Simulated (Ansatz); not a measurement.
# One shape, several levels: singlet CH5Ge+

Aim: a comparison of 6 runs (HF/3-21G, CAM-B3LYP/def2-TZVP, PBE/def2-TZVP, PBE0/def2-TZVP, MP2/def2-TZVP, CCSD(T)/def2-TZVP) of singlet CH5Ge+. 

The calculation is run with Ansatz 0.2.0.

36 further runs of the same task are left out: 36 set aside as unsound or not needed.

**1. Starting point**

CH5Ge+ has 7 atoms, charge +1, and is taken as a singlet. As SMILES of the parent species, `[CH3][GeH2]`. The coordinates come from a PBE0-D4/def2-TZVP relaxation. That shape belongs to the parent species and isn't relaxed for this state.

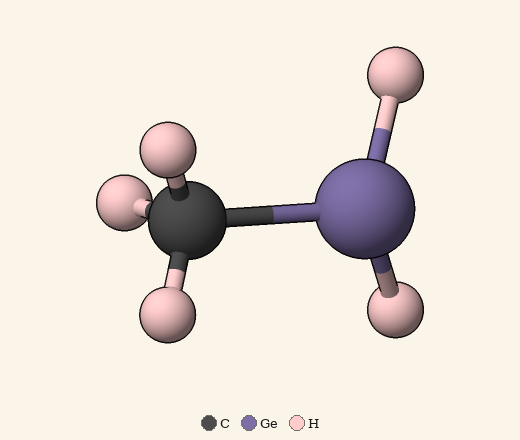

The structure, seen from a chosen angle (carbon dark grey, germanium purple, hydrogen pink).

**2. The energy at HF/3-21G (run 1)**

Contents of molecule.yaml:

```yaml
crystal:
  periodic: [false, false, false]
  atoms:
    - {symbol: C, position_ang: [-0.247600, -0.809300, -0.206400]}
    - {symbol: Ge, position_ang: [0.396000, 0.824800, 0.663000]}
    - {symbol: H, position_ang: [-1.153200, -1.166400, 0.283800]}
    - {symbol: H, position_ang: [0.513100, -1.588100, -0.157000]}
    - {symbol: H, position_ang: [-0.473200, -0.603400, -1.255600]}
    - {symbol: H, position_ang: [-0.673100, 1.940800, 0.621200]}
    - {symbol: H, position_ang: [1.699200, 1.333700, 0.005300]}
basis:
  gaussian:
    orbitals: 3-21G-spherical.json
total_charge: 1
hamiltonian:
  xc: hf
accuracy: high
output: {orbitals: {seedname: orbitals}}
```

The basis set 3-21G is read from a file made from the Basis Set Exchange's data (not shown).

On the command line:

```sh
ansatz run molecule.yaml --threads 1 --pin off --max-ram 3480MiB --events-out events.jsonl --progress --plain --runs-dir runs
```

The log of the run:

```text
Warning: RAYON_NUM_THREADS=1 ignored (pool sized by the plan → 1); use --threads N
Functional definition: HF
  name "HF"
  exchange = exact_x
  correlation = 0
768 factors; integrals over basis functions are off by at most 4.6e-9 eV
mean field evaluation 1: about -57292.6596 eV, gradient 3.3e1 eV
mean field evaluation 2: about -57292.7868 eV, gradient 3.3e1 eV
mean field evaluation 4: about -57295.6169 eV, gradient 1.6e0 eV
mean field evaluation 8: about -57295.6419 eV, gradient 1.1e-1 eV
mean field evaluation 16: about -57295.6421 eV, gradient 8.5e-9 eV
mean field -57295.64205328 eV, -2105.5760090770 hartree, gradient 8.5e-9 eV, S^2 0.000000; 0 other end points of the search recorded, 0 dependent functions left out
reference -57295.64205328 eV, -2105.5760090770 hartree; 21, 21 occupied and 20, 20 virtual orbitals, 768 factors
Total energy: -57295.64205328 eV, -2105.5760090770 hartree
```

Wall time 0.34 s (1 thread of Arm Neoverse V2, shared host).

**3. A single-point energy at CAM-B3LYP/def2-TZVP (run 2)**

Contents of run.yaml:

```yaml
basis:
  gaussian: {orbitals: def2-TZVP}
crystal:
  periodic: [false, false, false]
  atoms:
    - {symbol: C, position_ang: [-0.247600, -0.809300, -0.206400]}
    - {symbol: Ge, position_ang: [0.396000, 0.824800, 0.663000]}
    - {symbol: H, position_ang: [-1.153200, -1.166400, 0.283800]}
    - {symbol: H, position_ang: [0.513100, -1.588100, -0.157000]}
    - {symbol: H, position_ang: [-0.473200, -0.603400, -1.255600]}
    - {symbol: H, position_ang: [-0.673100, 1.940800, 0.621200]}
    - {symbol: H, position_ang: [1.699200, 1.333700, 0.005300]}
accuracy: high
output: {orbitals: {seedname: orbitals}}
hamiltonian: {xc: {name: CAM-B3LYP}}
total_charge: 1
```

On the command line:

```sh
ansatz run run.yaml --threads 1 --pin off --max-ram 3480MiB --events-out events.jsonl --progress --plain --runs-dir runs
```

The log of the run:

```text
Warning: RAYON_NUM_THREADS=1 ignored (pool sized by the plan → 1); use --threads N
Functional definition: CAM-B3LYP
  name "CAM-B3LYP"
  parameter alpha = 0.19
  parameter beta = 0.46
  parameter omega = 0.33/bohr
  parameter ac = 0.81
  exchange = (1 - alpha - beta)*b88_x + beta*b88_x_sr(omega) + alpha*exact_x + beta*exact_x_lr(omega)
  correlation = (1 - ac)*vwn5_c + ac*lyp_c
1947 factors; integrals over basis functions are off by at most 4.7e-9 eV
375 factors; integrals over basis functions are off by at most 2.1e-9 eV
mean field evaluation 1: about -57619.8374 eV, gradient 6.9e1 eV
mean field evaluation 2: about -57614.5664 eV, gradient 7.5e1 eV
mean field evaluation 4: about -57630.2666 eV, gradient 4.2e0 eV
mean field evaluation 8: about -57630.3261 eV, gradient 1.7e-1 eV
mean field evaluation 16: about -57630.3263 eV, gradient 6.8e-5 eV
mean field -57630.32634285 eV, -2117.8754298616 hartree, gradient 3.0e-8 eV, S^2 0.000000; 0 other end points of the search recorded, 0 dependent functions left out
reference -57630.32636135 eV, -2117.8754305415 hartree; 21, 21 occupied and 88, 88 virtual orbitals, 1947 factors
Total energy: -57630.32636135 eV, -2117.8754305415 hartree
```

Wall time 9.6 s (1 thread of Arm Neoverse V2, shared host); peak memory 0.36 GiB.

Runs 3 to 4 aren't shown in full; the table further down has their settings and results.

**4. The energy at MP2/def2-TZVP (run 5)**

Contents of in.yaml:

```yaml
crystal:
  periodic: [false, false, false]
  atoms:
    - {symbol: C, position_ang: [-0.247600, -0.809300, -0.206400]}
    - {symbol: Ge, position_ang: [0.396000, 0.824800, 0.663000]}
    - {symbol: H, position_ang: [-1.153200, -1.166400, 0.283800]}
    - {symbol: H, position_ang: [0.513100, -1.588100, -0.157000]}
    - {symbol: H, position_ang: [-0.473200, -0.603400, -1.255600]}
    - {symbol: H, position_ang: [-0.673100, 1.940800, 0.621200]}
    - {symbol: H, position_ang: [1.699200, 1.333700, 0.005300]}
basis:
  gaussian:
    orbitals: def2-TZVP
total_charge: 1
correlation:
  method: mp2
  frozen_orbitals: {C: 1, Ge: 9, H: 0}
accuracy: high
```

On the command line:

```sh
ansatz run in.yaml --threads 1 --pin off --max-ram 3480MiB --events-out events.jsonl --progress --plain --runs-dir runs
```

The log of the run:

```text
Warning: RAYON_NUM_THREADS=1 ignored (pool sized by the plan → 1); use --threads N
Functional definition: HF
  name "HF"
  exchange = exact_x
  correlation = 0
1947 factors; integrals over basis functions are off by at most 4.7e-9 eV
mean field evaluation 1: about -57570.2700 eV, gradient 4.3e1 eV
mean field evaluation 2: about -57570.3386 eV, gradient 4.3e1 eV
mean field evaluation 4: about -57574.9091 eV, gradient 3.0e0 eV
mean field evaluation 8: about -57574.9518 eV, gradient 3.3e-1 eV
mean field evaluation 16: about -57574.9531 eV, gradient 4.9e-8 eV
mean field -57574.95310813 eV, -2115.8405010190 hartree, gradient 4.9e-8 eV, S^2 0.000000; 0 other end points of the search recorded, 0 dependent functions left out
10 core orbitals not correlated: weight in the atoms' cores, before any rotation towards them, 1.000 or more for the frozen orbitals, at most 0.000 for the correlated occupied ones
reference -57574.95310813 eV, -2115.8405010190 hartree; 11, 11 occupied and 88, 88 virtual orbitals, 1947 factors
second order -10.86430436 eV of doubles, -0.00000000 eV of singles
Total energy: -57585.81741249 eV, -2116.2397568401 hartree
```

Run time: 4.2 s. Hardware: 1 thread of Arm Neoverse V2, shared host; peak memory 0.28 GiB.

**5. The energy at CCSD(T)/def2-TZVP (run 6)**

molecule.yaml, as its differences from that of step 2:

```diff
@@ -11,8 +11,7 @@
 basis:
-  gaussian:
-    orbitals: 3-21G-spherical.json
+  gaussian: {orbitals: def2-TZVP}
+correlation: {method: ccsd_t, frozen_orbitals: {C: 1, Ge: 9, H: 0}}
+scf: {omitted_lower_state_checks: [cluster_reference, increment]}
 total_charge: 1
-hamiltonian:
-  xc: hf
 accuracy: high
-output: {orbitals: {seedname: orbitals}}
+magnetization: {spin_polarized: false}
```

On the command line:

```sh
ansatz run molecule.yaml --threads 1 --pin off --max-ram 3480MiB --events-out events.jsonl --progress --plain --runs-dir runs
```

The log of the run (excerpt; [...] marks lines left out):

```text
Warning: RAYON_NUM_THREADS=1 ignored (pool sized by the plan → 1); use --threads N
Functional definition: HF
  name "HF"
[...]
1947 factors; integrals over basis functions are off by at most 4.7e-9 eV
[...]
mean field -57574.95310813 eV, -2115.8405010190 hartree, gradient 4.9e-8 eV, S^2 0.000000; 0 other end points of the search recorded, 0 dependent functions left out
10 core orbitals not correlated: weight in the atoms' cores, before any rotation towards them, 1.000 or more for the frozen orbitals, at most 0.000 for the correlated occupied ones
reference -57574.95310813 eV, -2115.8405010190 hartree; 11, 11 occupied and 88, 88 virtual orbitals, 1947 factors
second order -10.86430436 eV of doubles, -0.00000000 eV of singles
cycle   1  -11.17208067 eV  change   -3.1e-1 eV  update   8.0e-2
[...]
cycle  22  -11.60982397 eV  change   7.5e-10 eV  update   1.3e-9
perturbative correction -0.39469496 eV, -0.0145047721 hartree
Total energy: -57586.95762706 eV, -2116.2816589525 hartree
Checks for a lower state left out: cluster_reference, increment
```

It took 27 s on 1 thread of Arm Neoverse V2, shared host; peak memory 0.78 GiB.

**6. All runs side by side**

| run | level | frozen core orbitals | energy (Eh) | HOMO energy (eV) | LUMO energy (eV) | HOMO–LUMO gap (eV) | wall time |
| --- | --- | --- | --- | --- | --- | --- | --- |
| 1 | HF/3-21G | – | -2105.576009 | -18.23 | -7.00 | 11.23 | 0.34 s |
| 2 | CAM-B3LYP/def2-TZVP | – | -2117.875431 | -16.82 | -9.33 | 7.49 | 9.6 s |
| 3 | PBE/def2-TZVP | – | -2117.405594 | -14.26 | -11.25 | 3.01 | 6.6 s |
| 4 | PBE0/def2-TZVP | – | -2117.468443 | -15.47 | -10.34 | 5.14 | 8.1 s |
| 5 | MP2/def2-TZVP | 10 | -2116.239757 | – | – | – | 4.2 s |
| 6 | CCSD(T)/def2-TZVP | 10 | -2116.281659 | – | – | – | 27 s |

**7. Outcome**

```
                                           quantity           value
                                run 6: total energy  -2116.28166 Eh
run 6: correlation energy (10 core orbitals frozen)      -441.2 mEh
                              run 6: (T) correction      -14.50 mEh
                               run 6: T1 diagnostic           0.011
```

**Reading.** Over runs 1, 2, 3, 4 the HOMO–LUMO gap runs from 3.01 eV (PBE/def2-TZVP) to 11.23 eV (HF/3-21G). The two ends differ in method and basis. Totals of different functionals can't be ranked against each other. All runs together took 56 s, the longest 27 s.
